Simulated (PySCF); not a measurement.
```xyz
17

F     2.2470    1.3445   -0.7120
C     2.4083    0.0550   -0.3717
F     3.6554   -0.0778    0.0884
F     2.3102   -0.6639   -1.4907
C     1.3969   -0.3660    0.6647
C    -0.0182   -0.2000    0.2177
C    -1.0028   -1.0910    0.4675
C    -2.3653   -0.7493    0.0111
C    -2.5267    0.4346   -0.6171
Si   -0.8378    1.2385   -0.6939
H     1.6174   -1.4097    0.9378
H     1.6009    0.2542    1.5547
H    -0.8274   -2.0377    0.9936
H    -3.1845   -1.4545    0.1913
H    -3.4932    0.7671   -1.0002
H    -0.7352    2.5316    0.0477
H    -0.3366    1.4341   -2.0855
```

Geometry: PBE0-D3(BJ)/def2-SVP.

The calculation used PySCF 2.14.0, PBE0/pcSseg-1, SCF density, gas phase, non-relativistic.

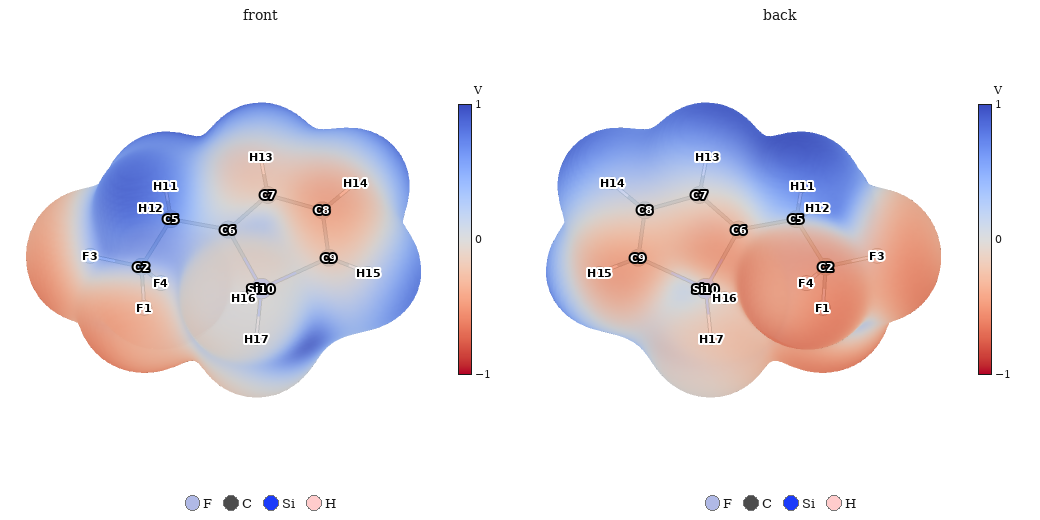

C$_{6}$H$_{7}$F$_{3}$Si (SMILES FC(F)(F)CC1=CC=C[SiH2]1). The electrostatic potential painted on the density surface at 0.001 e/bohr³, seen from the front and from behind; red is negative and blue positive.

### Which sites attract a positive test charge, and which a negative one?

A positive charge is drawn to the negative regions and a negative charge to the positive ones. The most negative region (about −0.6 V) lies over F1 and F4, the most positive (about +0.9 V) over H11 and H13.
